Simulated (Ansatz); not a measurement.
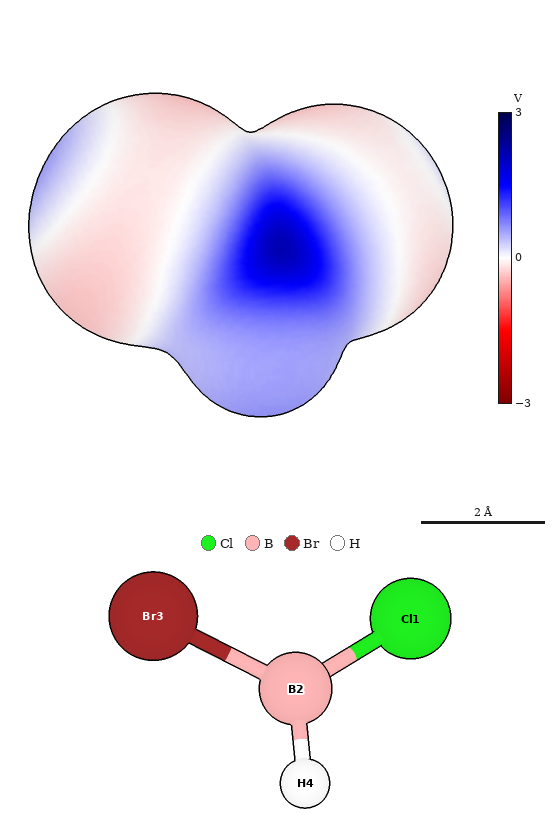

Figure 1: BBrClH. The electrostatic potential painted on the density surface at 0.002 e/bohr³, seen at a tilt; red is negative and blue positive. The bare structure is drawn below in the same view.

Geometry: PBE0-D4/def2-TZVP.

Theory: isolated molecule in a Gaussian basis; Hartree-Fock (Ansatz 0.2.0).

**Where is the surface potential most negative and most positive?**

The most negative region (about −0.4 V) lies over Br3, the most positive (about +2.1 V) over B2. Cl1 shows a σ-hole: about +0.3 V at the tip opposite its bond, against about −0.1 V on its flanks. Br3 shows a σ-hole: about +0.5 V at the tip opposite its bond, against about −0.2 V on its flanks.
